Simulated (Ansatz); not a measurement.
## Electronic structure of Cl₂I₂Zr (SMILES [Cl][Zr]([Cl])([I])[I]) in real space

```yaml
atoms:
  - { symbol: Cl, position_ang: [-0.1507, -0.6457, 2.2628] }
  - { symbol: Zr, position_ang: [0.0647, -0.0675, 0.0359] }
  - { symbol: Cl, position_ang: [1.9374, -1.0886, -0.8530] }
  - { symbol: I, position_ang: [-2.1123, -0.8652, -1.3097] }
  - { symbol: I, position_ang: [0.3109, 2.5933, -0.1774] }
```

Geometry: PBE0-D4/def2-TZVP; core potentials replace the inner electrons of Zr and I.

These are results of Ansatz, RKS PBE0-D4/def2-TZVPP, not measurements.

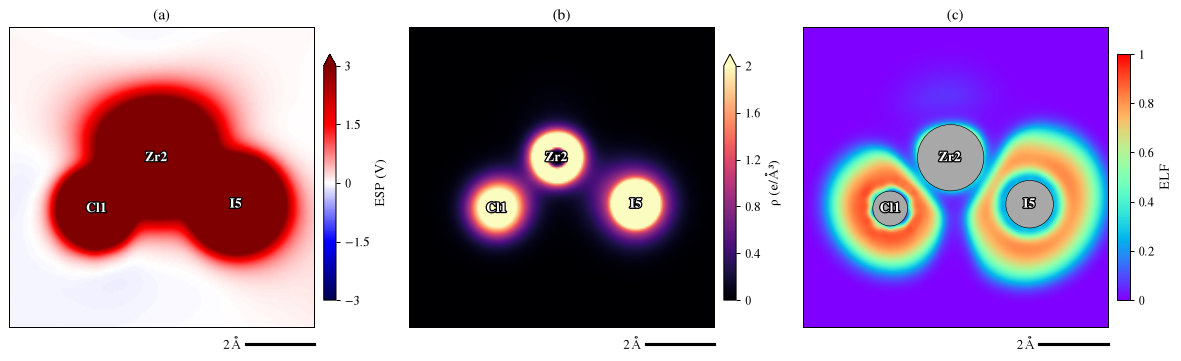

Figure 1. (a) electrostatic potential; (b) electron density; (c) electron localisation function on the plane of atoms Cl1, Zr2 and I5. Grey discs cover the atomic cores in the ELF map.

Q: Read the bonding off the picture.

A: The section cuts through Cl, Zr and I sites. Zr–Cl (2.31 Å): ρ at the midpoint is about 0.66 e/Å³; the ELF peaks at about 0.85 in the valence shell of Cl, 0.9 Å from its nucleus, and is about 0.35 at the midpoint. Zr–I (2.68 Å): ρ at the midpoint is about 0.49 e/Å³; the ELF peaks at about 0.70 in the valence shell of I, 1.2 Å from its nucleus, and is about 0.55 at the midpoint. The potential has no marked negative region in this plane.

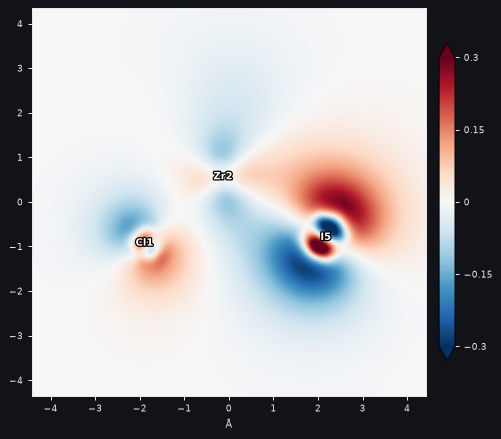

Figure 2. The HOMO−1 on the plane of atoms Cl1, Zr2 and I5 (values in Å⁻³ᐟ²; the overall sign is arbitrary).

Q: What is the character of this orbital?

A: It lies mainly on I4 (about 40 %), I5 (about 40 %) and Zr2 (about 10 %); largely a combination of lone pairs on I4 and I5. Its energy is −8.32 eV.
